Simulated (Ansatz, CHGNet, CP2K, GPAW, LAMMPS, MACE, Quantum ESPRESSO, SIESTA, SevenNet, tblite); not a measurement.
## Running glassy Na2Si4O9 (90 atoms) with CP2K

How do the settings of CP2K change the result for glassy Na2Si4O9 (90 atoms)? A plane-wave run serves as the yardstick.

Method: the method is named at each step, in CP2K 2026.2.

**1. The structure**

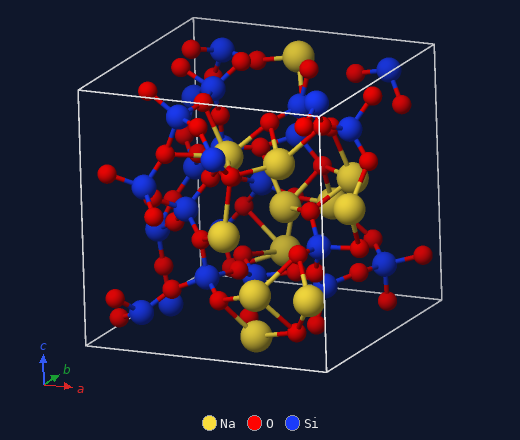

The cell as given, slightly off an axis (sodium yellow, oxygen red, silicon blue). Some periodic images of atoms are drawn too.

The cell holds 90 atoms: 12 Na, 54 O and 24 Si. Its edges and angles: a = 10.817 Å, b = 10.817 Å, c = 10.817 Å, α = 90.0°, β = 90.0°, γ = 90.0°. 90 atoms (12 Na, 54 O, 24 Si) placed at random at 2.38 g/cm³, melted at 4500 K for 20 ps at fixed volume with the Morse and Coulomb pair potential with partial charges (Pedone, Malavasi, Menziani, Cormack and Segre, J. Phys. Chem. B 110, 11780 (2006)). Quenched from 4500 K to 300 K at 10 K/ps and fixed volume, held 5 ps.

The yardstick, on the same geometry:

- method: Kohn-Sham DFT, PBE, PAW, plane waves (Ansatz 0.2.0); cutoff 420 eV, Γ point, fermi-dirac smearing of 0.05 eV; PAW set soft_2
- r.m.s. force component: 1.292 eV/Å
- longest force: 5.169 eV/Å
- pressure: 4.954 GPa
- gap (highest filled to lowest empty level): 2.725 eV
- SCF cycles: 9
- time: 14 s on 4 threads of Arm Neoverse V2, shared host
- CPU time: 54 s

**2. PBE, DZVP-MOLOPT-SR, 1200/50 Ry, OT DIIS**

Method: Kohn-Sham DFT, PBE, GTH-PBE pseudopotentials, Gaussian and plane waves, DZVP-MOLOPT-SR-GTH, orbital transformation.

File input.inp:

```
&GLOBAL
  PROJECT cell
  RUN_TYPE ENERGY_FORCE
  PRINT_LEVEL LOW
&END GLOBAL
&FORCE_EVAL
  METHOD QS
  STRESS_TENSOR ANALYTICAL
  &DFT
    BASIS_SET_FILE_NAME BASIS_MOLOPT
    POTENTIAL_FILE_NAME GTH_POTENTIALS
    &MGRID
      CUTOFF 1200
      REL_CUTOFF 50
      NGRIDS 5
    &END MGRID
    &QS
      EPS_DEFAULT 1.0E-12
    &END QS
    &SCF
      SCF_GUESS ATOMIC
      EPS_SCF 1.0E-06
      MAX_SCF 30
      &OT
        MINIMIZER DIIS
        PRECONDITIONER FULL_ALL
        ENERGY_GAP 0.001
      &END OT
      &OUTER_SCF
        EPS_SCF 1.0E-06
        MAX_SCF 8
      &END OUTER_SCF
      &PRINT
        &RESTART OFF
        &END RESTART
      &END PRINT
    &END SCF
    &XC
      &XC_FUNCTIONAL PBE
      &END XC_FUNCTIONAL
    &END XC
    &PRINT
      &MULLIKEN ON
      &END MULLIKEN
      &HIRSHFELD ON
        SHAPE_FUNCTION DENSITY
      &END HIRSHFELD
      &MO_CUBES
        NHOMO 1
        NLUMO 4
        WRITE_CUBE F
      &END MO_CUBES
    &END PRINT
  &END DFT
  &SUBSYS
    &CELL
      A 10.81660 0.00000 0.00000
      B 0.00000 10.81660 0.00000
      C 0.00000 0.00000 10.81660
    &END CELL
    &COORD
      SCALED
      Na 0.40930 0.89040 0.16156
      Na 0.54137 0.77923 0.96578
      Na 0.46190 0.30950 0.69964
      Na 0.53221 0.11486 0.44891
      Na 0.55487 0.60050 0.42996
      Na 0.56074 0.30989 0.00757
      Na 0.87082 0.13334 0.22742
      Na 0.63475 0.84169 0.38422
      Na 0.65250 0.11980 0.22936
      Na 0.83020 0.61887 0.56630
      Na 0.95875 0.32004 0.54337
      Na 0.68222 0.29736 0.69724
      O 0.56332 0.12333 0.68403
      O 0.43060 0.44124 0.21603
      O 0.14213 0.68324 0.98044
      O 0.27493 0.16361 0.73112
      O 0.45412 0.08192 0.87765
      O 0.97624 0.51084 0.93341
      O 0.32597 0.43802 0.56698
      O 0.93654 0.44201 0.35240
      O 0.21630 0.15027 0.97546
      O 0.17922 0.89533 0.07095
      O 0.24349 0.79253 0.46037
      O 0.20649 0.45811 0.97993
      O 0.90252 0.90710 0.77988
      O 0.78224 0.54292 0.78336
      O 0.42532 0.66872 0.63113
      O 0.06602 0.64576 0.39501
      O 0.33334 0.52145 0.78669
      O 0.72186 0.47090 0.46664
      O 0.69410 0.55189 0.99760
      O 0.35300 0.80986 0.92339
      O 0.67909 0.98060 0.85783
      O 0.98635 0.87914 0.20761
      O 0.89328 0.08833 0.92398
      O 0.08855 0.04439 0.66798
      O 0.21214 0.94931 0.29909
      O 0.64123 0.75036 0.55842
      O 0.35816 0.27703 0.37379
      O 0.42006 0.53875 0.00264
      O 0.76966 0.22677 0.06700
      O 0.36914 0.30757 0.90258
      O 0.17941 0.24110 0.52774
      O 0.17508 0.43244 0.38067
      O 0.19192 0.61415 0.59832
      O 0.76900 0.25952 0.36276
      O 0.57359 0.63843 0.16804
      O 0.43823 0.91973 0.36605
      O 0.80608 0.69629 0.17289
      O 0.14247 0.86517 0.81978
      O 0.85448 0.32204 0.85676
      O 0.98563 0.43996 0.69849
      O 0.08215 0.09444 0.16630
      O 0.46226 0.20152 0.16734
      O 0.83801 0.86799 0.01588
      O 0.07267 0.53544 0.16770
[... 30 atom lines left out ...]
      Si 0.54616 0.01566 0.77952
      Si 0.20552 0.11602 0.60886
      Si 0.71743 0.58737 0.14257
      Si 0.43132 0.57444 0.15248
    &END COORD
    &KIND Na
      BASIS_SET DZVP-MOLOPT-SR-GTH-q9
      POTENTIAL GTH-PBE-q9
    &END KIND
    &KIND O
      BASIS_SET DZVP-MOLOPT-SR-GTH-q6
      POTENTIAL GTH-PBE-q6
    &END KIND
    &KIND Si
      BASIS_SET DZVP-MOLOPT-SR-GTH-q4
      POTENTIAL GTH-PBE-q4
    &END KIND
  &END SUBSYS
  &PRINT
    &FORCES ON
    &END FORCES
    &STRESS_TENSOR ON
    &END STRESS_TENSOR
  &END PRINT
&END FORCE_EVAL
```

Command:

```console
OMP_NUM_THREADS=1 cp2k.psmp -i input.inp > output.txt
```

Numbers of over 12 decimals in the logs are rounded to 6 here.

What it wrote:

```text
CP2K| version string:                                       CP2K version 2026.2
 CP2K| Input file name                                                 input.inp
 GLOBAL| Basis set file name                                        BASIS_MOLOPT
 GLOBAL| Potential file name                                      GTH_POTENTIALS
 GLOBAL| Run type                                                   ENERGY_FORCE
 GLOBAL| Total number of message passing processes                             1
 GLOBAL| Number of threads for this process                                    1
 TOTAL NUMBERS AND MAXIMUM NUMBERS
  Total number of            - Atomic kinds:                                   3
                             - Atoms:                                         90
                             - Shell sets:                                    90
                             - Shells:                                       450
                             - Primitive Cartesian functions:                450
                             - Cartesian basis functions:                   1200
                             - Spherical basis functions:                   1122
  Maximum angular momentum of- Orbital basis functions:                        2
                             - Local part of the GTH pseudopotential:          2
                             - Non-local part of the GTH pseudopotential:      2
 SCF PARAMETERS         Density guess:                                    ATOMIC
                        max_scf:                                              30
                        eps_scf:                                        1.00E-06
                        Outer loop SCF in use
                        eps_scf                                         1.00E-06
                        max_scf                                                8
 Extrapolation method: initial_guess
 Number of electrons:                                                        528
[... lines left out ...]
  Step     Update method      Time    Convergence         Total energy    Change
[... lines left out ...]
  Total energy:                                             -1538.116803
[... lines left out ...]
                                         using   7 DIIS vectors
                                         safer DIIS on
  Preconditioner : FULL_ALL            : diagonalization, state selective
  Precond_solver : DEFAULT
  stepsize       :    0.15000000                  energy_gap     :    0.00100000
  eps_taylor     :   0.10000E-15                  max_taylor     :             4
  ----------------------------------- OT ---------------------------------------
  Step     Update method      Time    Convergence         Total energy    Change
[...]
7 OT DIIS     0.15E+00   14.0     0.00000115     -1538.1365242294 -1.03E-07
     8 OT DIIS     0.15E+00   14.0     0.00000047     -1538.1365242459 -1.64E-08
  *** SCF run converged in     8 steps ***
  Electronic density on regular grids:       -528.0000004845       -0.0000004845
  Core density on regular grids:              527.9999999997       -0.0000000003
  Total charge density on r-space grids:       -0.0000004848
  Total charge density g-space grids:          -0.0000004848
  Overlap energy of the core charge distribution:               1.82154e-06
  Self energy of the core charge distribution:              -4011.918876
  Core Hamiltonian energy:                                   1120.454149
  Hartree energy:                                            1664.445234
  Exchange-correlation energy:                               -311.117032
  Total energy:                                             -1538.136524
  outer SCF iter =    2 RMS gradient =   0.47E-06 energy =      -1538.1365242459
  outer SCF loop converged in   2 iterations or   38 steps
 !-----------------------------------------------------------------------------!
                     Mulliken Population Analysis
 #  Atom  Element  Kind  Atomic population                           Net charge
       1     Na       1          8.172127                              0.827873
       2     Na       1          8.156462                              0.843538
       3     Na       1          8.196704                              0.803296
[...]
89     Si       3          3.204687                              0.795313
      90     Si       3          3.394624                              0.605376
 # Total charge                            528.000000                 -0.000000
 !-----------------------------------------------------------------------------!
 !-----------------------------------------------------------------------------!
                           Hirshfeld Charges
  #Atom  Element  Kind  Ref Charge     Population                    Net charge
      1       Na     1       9.000          8.627                         0.373
      2       Na     1       9.000          8.668                         0.332
      3       Na     1       9.000          8.670                         0.330
[...]
89       Si     3       4.000          3.455                         0.545
     90       Si     3       4.000          3.581                         0.419
  Total Charge                                                           -0.000
 !-----------------------------------------------------------------------------!
  Eigenvalues of the occupied subspace spin            1
      -1.84310036     -1.81330859     -1.80930963     -1.80845594
      -1.79920721     -1.79358198     -1.79186419     -1.79153080
      -1.79095149     -1.78499936     -1.77193890     -1.77043554
[...]
0.09063480      0.09803485      0.09982144      0.10766642
 Fermi Energy [eV] :    2.929752
  Using OT eigensolver for additional unoccupied orbitals spin            1
  Lowest Eigenvalues of the unoccupied subspace spin            1
 OT| Eigensolver reached convergence in 211 iterations
       0.20255496      0.24753154      0.25466648      0.26170405
 HOMO - LUMO gap [eV] :    2.582048
 ENERGY| Total FORCE_EVAL ( QS ) energy [hartree]          -1538.136524
 FORCES| Atomic forces [hartree/bohr]
 FORCES|   Atom     x               y               z               |f|
 FORCES|      1 -1.92905459E-02 -1.33716301E-02 -9.83339269E-03   2.54484040E-02
 FORCES|      2  7.79507346E-03 -8.12268438E-03 -3.44038442E-03   1.17718910E-02
 FORCES|      3 -1.27930611E-02  6.56392411E-03 -5.98240154E-03   1.55735879E-02
[...]
FORCES|     89 -6.03695947E-02 -5.10627929E-02 -1.92099850E-02   8.13690377E-02
 FORCES|     90  7.44107735E-03 -7.03922720E-03 -2.32004185E-02   2.53609892E-02
 FORCES| Sum     3.31300533E-02 -3.49049713E-03 -8.88549302E-03
 FORCES| Total atomic force                                       3.44780508E-02
 STRESS| Analytical stress tensor [bar]
 STRESS|                        x                   y                   z
 STRESS|      x        6.03966606102E+04  -1.68203586499E+04  -2.10542476843E+04
 STRESS|      y       -1.68203586499E+04   4.54569750041E+04  -1.71965364304E+03
 STRESS|      z       -2.10542476843E+04  -1.71965364304E+03   4.14631966991E+04
 STRESS| 1/3 Trace                                             4.91056107711E+04
```

It took 9.6 min on 1 thread of Arm Neoverse V2, shared host; peak memory 3.9 GiB.

Banners, paths, timers and routine set-up lines are dropped from the logs unmarked, and long logs keep their key lines alone; longer cuts are marked.

Against the reference:

```
r.m.s. force component                           : 1.294 eV/Å
r.m.s. difference of force components            : 129.6 meV/Å
longest difference of force vectors              : 554.2 meV/Å
force difference over r.m.s. force               : 10.03 %
slope of forces against the reference's          : 0.997
correlation of force components                  : 0.995
gap (highest filled to lowest empty level) : 2.582 eV
gap difference                                   : -0.1429 eV
pressure                                         : 4.911 GPa
pressure difference                              : -0.0435 GPa
```

Length of the force difference by element (eV/Å):

```
element  atoms  mean  most
     Na     12  0.37  0.48
      O     54  0.13  0.29
     Si     24  0.25  0.55
```

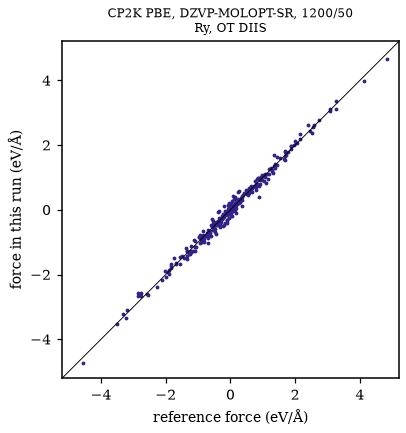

Force components against those of the reference; the line marks equality.

The surroundings of O52, whose charge lies farthest from its element's mean, nearest first, numbered as they follow in the input and with coordinates relative to it.

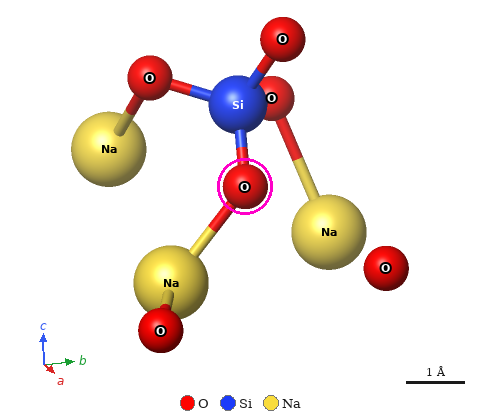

The atoms of the table, within 3.6 Å (arrows a, b, c point along x, y, z); some may hide others; the central atom is ringed.

```
atom      x      y      z  distance (Å)  bonds  Hirshfeld charge (e)     Fx     Fy  Fz (eV/Å)
 O52   0.00   0.00   0.00          0.00      2                 -0.46   1.15   0.04      -2.68
Si82  -0.87   0.14   1.24          1.52      4                  0.45  -0.06   2.54       0.84
Na11  -0.29  -1.30  -1.68          2.14      3                  0.38   0.54  -0.18      -0.40
 O51  -1.42  -1.28   1.71          2.56      3                 -0.27  -1.30  -2.08       0.16
 O26  -2.20   1.11   0.92          2.63      3                 -0.29   3.11  -0.14      -1.35
 O18  -0.10   0.77   2.54          2.66      2                 -0.28  -0.57   0.56       0.98
Na10  -1.68   1.94  -1.43          2.94      3                  0.36   0.13  -0.25       0.46
 O45   2.23   1.88  -1.08          3.11      2                 -0.26  -1.14  -0.45       1.10
 O43   2.10  -2.15  -1.85          3.53      3                 -0.27  -0.77   0.24       0.01
Na12  -3.28  -1.54  -0.01          3.63      3                  0.39   1.28   0.18       0.16
```

Forces lie 10 % from the reference's, at 11 times its CPU time (on 1 against 4 cores).

The forces add up to 1.8 eV/Å instead of zero, usually a sign of too coarse a grid.

[end of part 1 of 2]

[Also dropped from logs without a mark: logging warnings of Python, and SIESTA's first energy breakdown and zero terms.]

[Logs are printed without paths, hosts, clocks, repeated set-up lines and the standing remarks that a program may print on its own settings, such as how far it seeks lower states.]

[Hosts, paths, dates, database ids (printed as entryN), source tags and the programs' standing remarks are cut or masked in the printed files.]
